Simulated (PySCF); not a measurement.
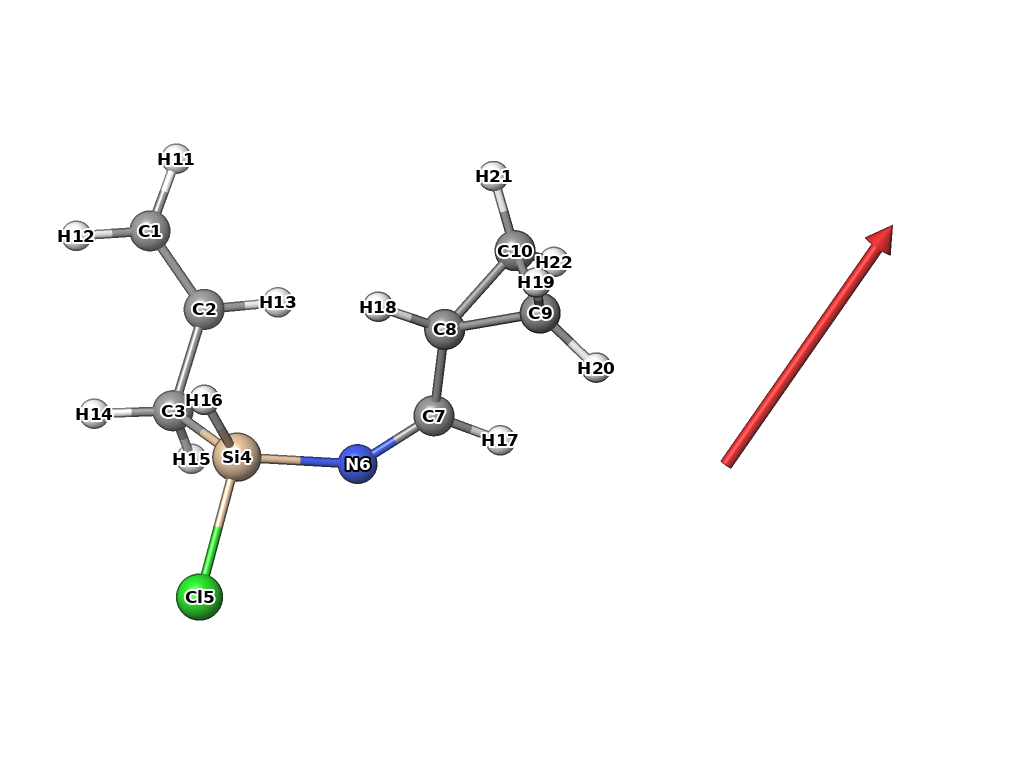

The arrow beside the molecule shows the direction of the dipole moment, from the negative to the positive end (its length means nothing). The geometry was computed by an optimisation with GFN2-xTB. No frequency run is at hand to confirm it as a minimum. Properties computed with PBE0/pcSseg-1, gas phase (PySCF 2.14.0).

Q: Estimate the dipole moment.

A: 3.98 D; it points from the side of Cl5 to the side of H21 (the outermost atoms at the two ends).

The geometry is semi-empirical. Around Si such bond lengths and angles can be off by a tenth of an ångström or more and by several degrees, and values that hang on the shape move with them.
